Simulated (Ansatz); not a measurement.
**H3O4Ta: density, localisation and related maps**

```xyz
8

O    -0.2525   -1.0657    1.6055
O     1.7587    0.5109    0.1193
O    -1.2428    1.3112    0.1541
O    -0.3617   -1.3507   -1.2964
Ta   -0.0270   -0.1585    0.1575
H     2.5152    0.4168    0.7039
H    -1.9330    1.6027    0.7554
H    -0.3649   -1.3238   -2.2552
```

Geometry: PBE0-D4/def2-SVP; core potentials replace the inner electrons of Ta.

All numbers below come from Ansatz 0.2.0, isolated molecule in a Gaussian basis; Kohn-Sham density functional theory, functional PBE0.

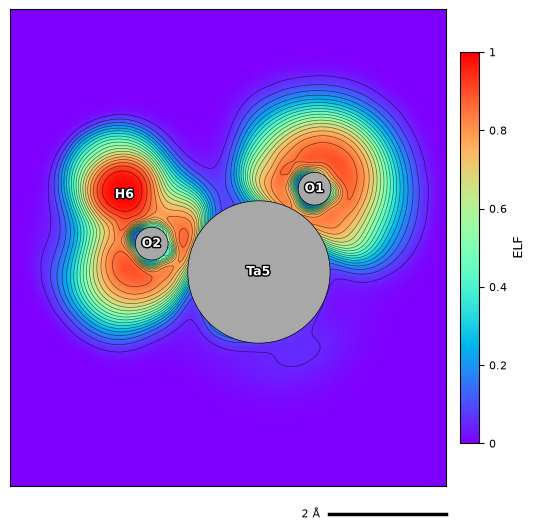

Figure 1. Electron localisation function on the plane of atoms Ta5, O2 and H6. Grey discs cover the atomic cores.

Q: Describe what can be read from this map.

A: The plane passes through O, Ta and H nuclei. Ta–O (1.72 Å): the ELF peaks at about 0.80 in the valence shell of O, 0.5 Å from its nucleus, and drops to about 0.35 between the two atoms. O–H (0.96 Å): the ELF climbs to about 1 towards the hydrogen, as it does in any bond to H (a covalent bond by its length). Ta–O (1.91 Å): the ELF peaks at about 0.85 in the valence shell of O, 0.5 Å from its nucleus, and drops to about 0.25 between the two atoms.

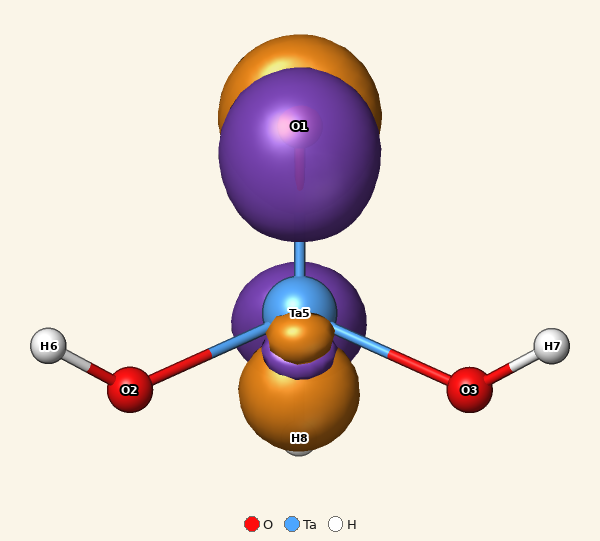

Figure 2. One frontier orbital at ±0.2 Å⁻³ᐟ² (orange and purple are the two phases), seen from one side.

Q: Which orbital is it: HOMO or LUMO?

A: The HOMO, at −8.79 eV. Its weight (Hirshfeld) is mainly on O1 (about 60 %), O4 (about 25 %) and Ta5 (about 15 %).

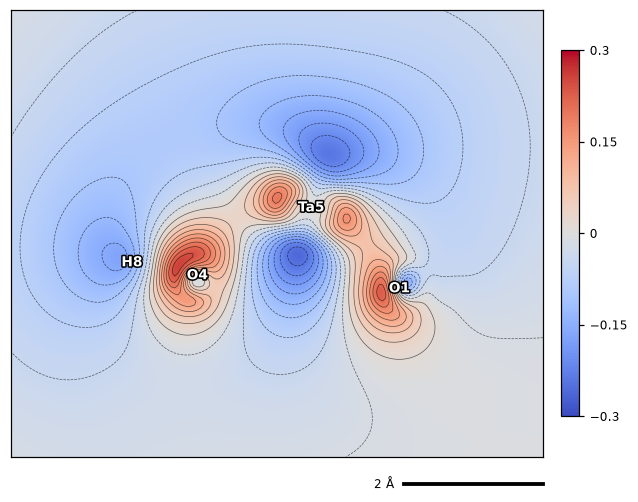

Figure 3. The LUMO on the plane of atoms Ta5, O4 and H8 (values in Å⁻³ᐟ²; the overall sign is arbitrary).

Q: Where does this orbital lie, and at what energy?

A: Its weight (Hirshfeld) is mainly on Ta5 (about 50 %), H8 (about 15 %), H6 (about 10 %) and H7 (about 10 %). Its energy is −0.65 eV.
